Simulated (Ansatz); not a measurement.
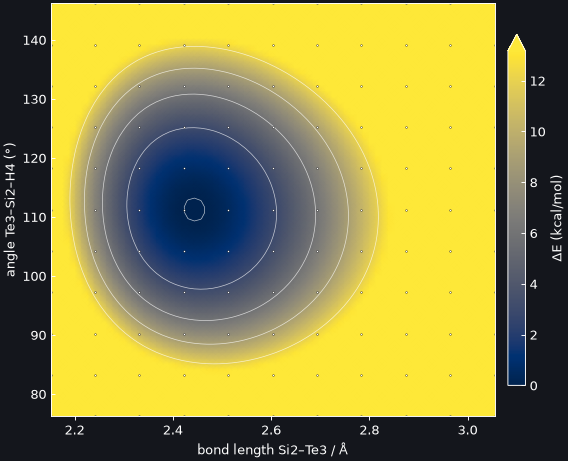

H2OSiTe, SMILES O=[SiH][TeH]. The first coordinate is: bond length Si2–Te3; the second: angle Te3–Si2–H4. Nothing is relaxed (all other coordinates rigid). Grid: 11 × 11 points. All energies are given in kcal/mol relative to the lowest grid point. The calculation used RKS PBE0-D4/def2-TZVP in Ansatz.

Drawn: a smooth colour map with a few white contour lines, dots at the grid points, one colour for all values above the top of the scale. Between grid points the surface is interpolated.

Estimate the position of the minimum and the force constants in these coordinates.

Answer. The interpolated minimum is at bond length Si2–Te3 ≈ 2.444 Å, angle Te3–Si2–H4 ≈ 111.2°. The curvatures there are about 12 eV/Å² and 4.6 eV/rad², with a cross term of about 0.4 eV/(Å·rad). Round the minimum the two coordinates are weakly coupled (coupling 0.05 in units of the two stiffnesses). (1 eV is 23.1 kcal/mol.)
